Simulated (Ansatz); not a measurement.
BClFH$_{3}$Si···HF

```yaml
atoms:
  - { symbol: B, position_ang: [0.0852, -0.5567, -0.2099] }
  - { symbol: F, position_ang: [0.7979, 0.2113, 2.1453] }
  - { symbol: Cl, position_ang: [1.1298, 0.2470, -1.3892] }
  - { symbol: F, position_ang: [-0.9940, 0.1265, 0.1839] }
  - { symbol: Si, position_ang: [0.4335, -2.4435, 0.4415] }
  - { symbol: H, position_ang: [0.1400, -3.4093, -0.6547] }
  - { symbol: H, position_ang: [1.8570, -2.5945, 0.8341] }
  - { symbol: H, position_ang: [-0.4401, -2.7688, 1.6008] }
  - { symbol: H, position_ang: [-0.1046, 0.4663, 2.1057] }
```

Method: RKS B3LYP-D4/6-31G* in Ansatz.

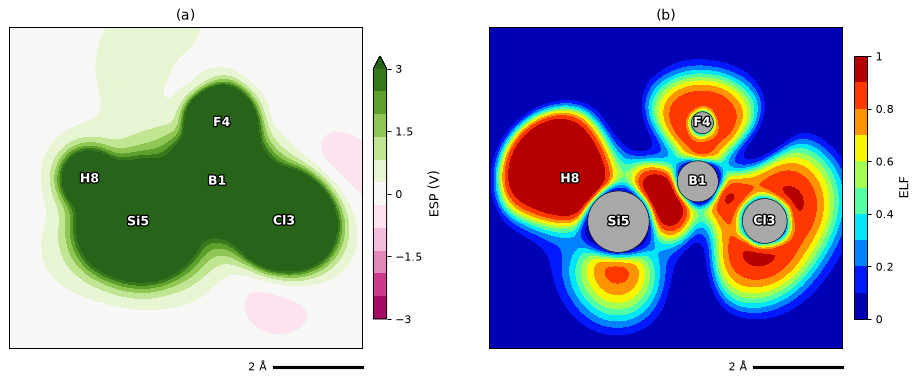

Figure 1. (a) electrostatic potential; (b) ELF on the plane of atoms Cl3, B1 and F4. Grey discs cover the atomic cores in the ELF map.

> Describe what can be read from this map.

The plane passes through B, Cl, F, Si and H nuclei. B–F (1.34 Å): the ELF peaks at about 0.85 between the atoms: a shared but strongly polarised pair. B–Cl (1.77 Å): the ELF peaks at about 0.90 between the atoms; a polar covalent bond. Si–B (2.03 Å): the ELF peaks at about 1 between the atoms; a shared electron pair. Si–H (1.49 Å): the ELF climbs to about 1 towards the hydrogen, as it does in any bond to H. The ELF also peaks beside Cl3 and F4, away from the bonds: lone-pair regions. Outside the dense part of the complex the potential is most negative (−0.4 V) near Cl3.

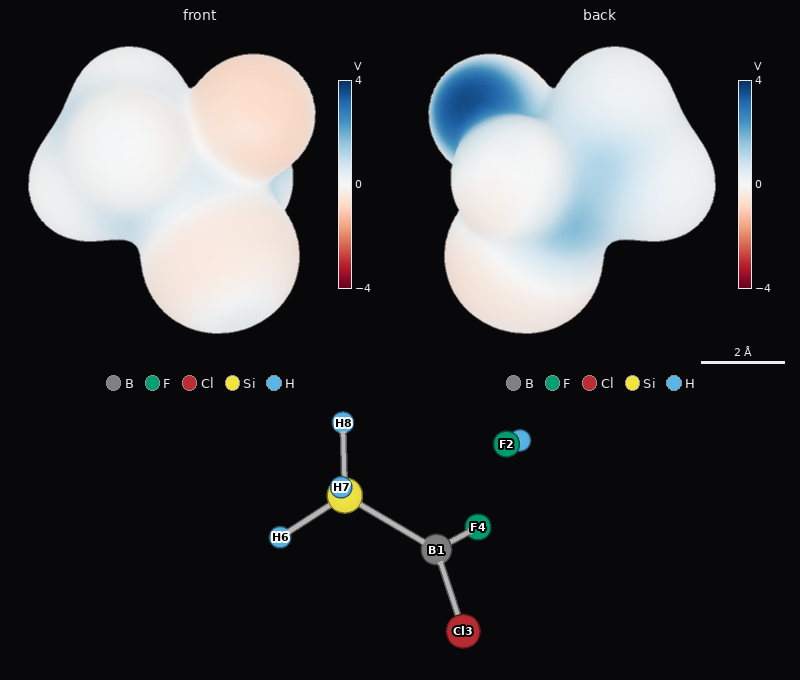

Figure 2. The molecular electrostatic potential painted on the density surface at 0.002 e/bohr³, seen from the front and from behind; red is negative and blue positive. The bare structure is drawn below in the same view.

> Describe the electrostatic potential map.

The most negative region (about −0.7 V) lies over F2, the most positive (about +3.5 V) over H9. Cl3 shows a σ-hole: about +0.2 V at the tip opposite its bond, against about −0.3 V on its flanks.

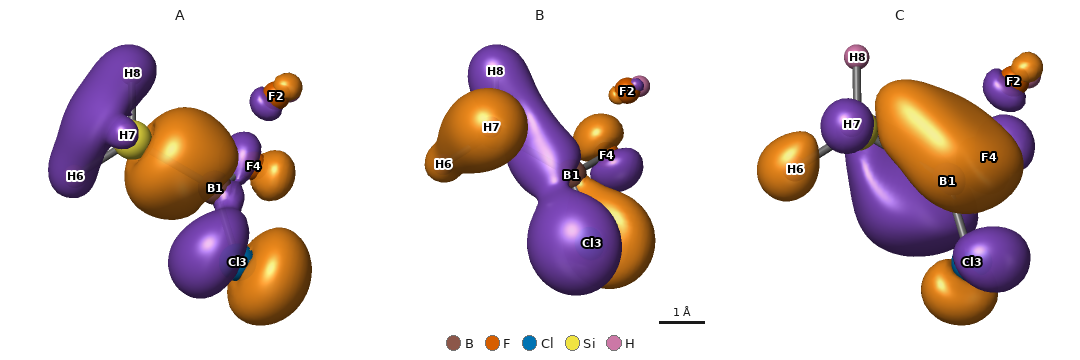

Figure 3. Three frontier orbitals at ±0.1 Å⁻³ᐟ² (orange and purple are the two phases), in no order.

> Which picture is the HOMO−1, the HOMO and the LUMO?

B is the HOMO−1 (−9.29 eV). It lies mainly on Cl3 (about 50 %), Si5 (about 15 %), F4 (about 10 %), H7 (about 10 %) and B1 (about 10 %). A is the HOMO (−8.23 eV). It lies mainly on Cl3 (about 35 %), Si5 (about 25 %), B1 (about 25 %) and F4 (about 5 %). C is the LUMO (−1.30 eV). It lies mainly on B1 (about 50 %), Si5 (about 15 %), Cl3 (about 15 %) and F4 (about 10 %).

> What is the HOMO–LUMO gap?

6.93 eV between the orbital energies.
